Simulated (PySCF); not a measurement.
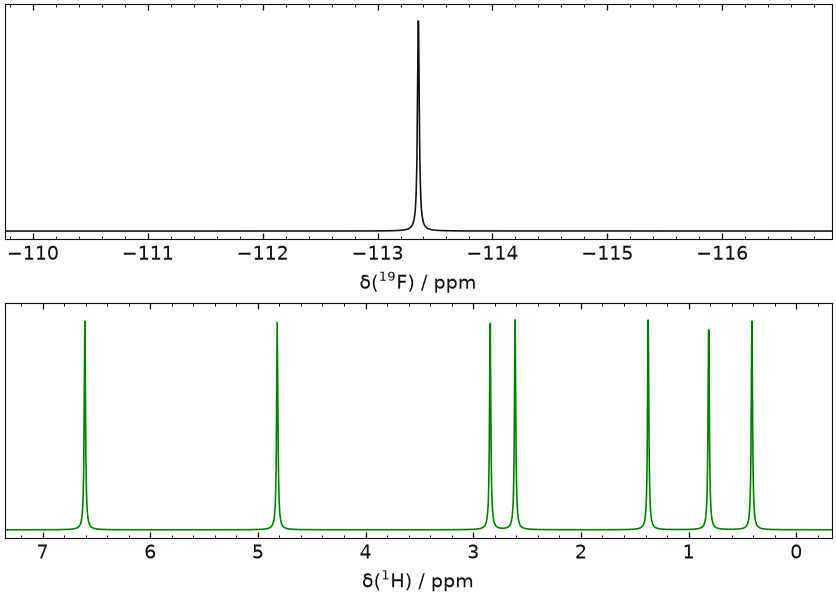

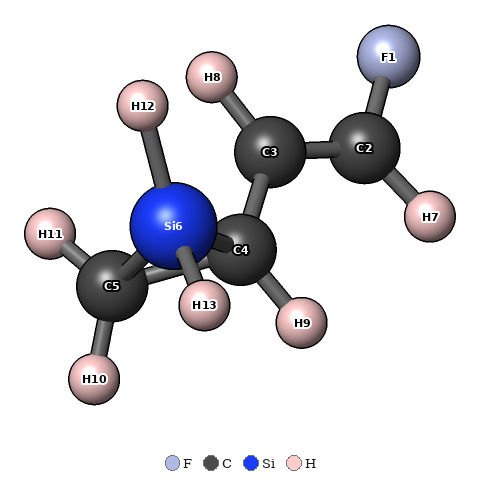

Spectrum and numbered structure of C₄H₇FSi, SMILES F/C=C/[C@@H]1C[SiH2]1. GIAO shifts, PBE0/cc-pVDZ in PySCF, at a PBE0-D3(BJ)/def2-SVP geometry (no frequency check), against CFCl₃ for ¹⁹F and TMS for ¹H computed at the same level (¹⁹F: this reference is a hard case for the method, so all values can be off together by tens of ppm, and differences between signals are safer). Gas phase, fully decoupled, line heights follow the number of nuclei, widths are arbitrary (no quadrupolar broadening); values of one conformer, averaged over methyl-type rotors and exact or near symmetry; other conformers aren't averaged in.

> Where does the ¹⁹F line lie?

At −113.4 ppm (F1).

> Assign the ¹H signals to the numbered atoms.

```tsv
δ (ppm)	nuclei	atoms
6.61	1	H7
4.82	1	H8
2.84	1	H13
2.61	1	H12
1.38	1	H9
0.81	1	H10
0.41	1	H11
```
